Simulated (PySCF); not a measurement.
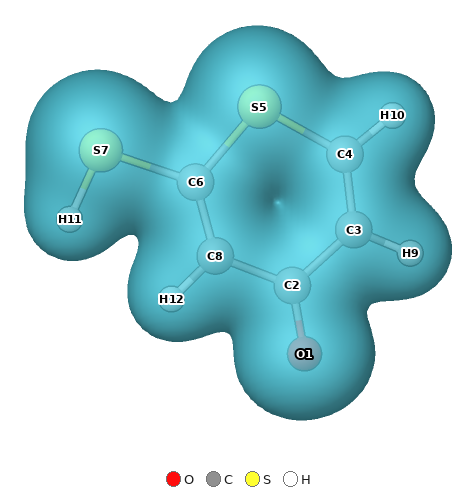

The picture shows: C₅H₄OS₂ (SMILES O=c1ccsc(S)c1). Isosurface of the electron density at 0.1 e/Å³ (cyan), seen across its widest extent.

Geometry: GFN2-xTB.

The calculation used PBE0/pcSseg-1, SCF density, gas phase, non-relativistic (PySCF).

The calculation's input:

```
{"job": {"kind": "nmr", "xc": "PBE0", "basis": "pcSseg-1"}, "charge": 0, "multiplicity": 1}
O     -0.826866     2.270627    -0.774835
C     -0.596625     1.128838    -0.406257
C     -1.662585     0.143920    -0.230131
C     -1.491172    -1.119730     0.168295
S      0.020543    -1.862073     0.558335
C      1.126279    -0.543274     0.285928
S      2.794844    -1.012790     0.610845
C      0.761700     0.684793    -0.122645
H     -2.659279     0.501302    -0.447763
H     -2.315549    -1.806841     0.282743
H      3.328015     0.172322     0.314000
H      1.521893     1.442219    -0.264542
```

Run with:

```sh
OMP_NUM_THREADS=1 python probes_run.py task.json out
```

Which contacts does the surface bridge?

At this value the surface is in one piece. It bridges the sampled C–O (1.22 Å), C–C (1.34 Å), C–S (1.73 Å) and C–H (1.08 Å) contacts, where the density stays above the isovalue. On the grid the lowest density along these lines, outside the cores, is 2.8 e/Å³ (C–O, 1.22 Å), 2.3 e/Å³ (C–C, 1.34 Å), 1.4 e/Å³ (C–S, 1.73 Å) and 1.9 e/Å³ (C–H, 1.08 Å).
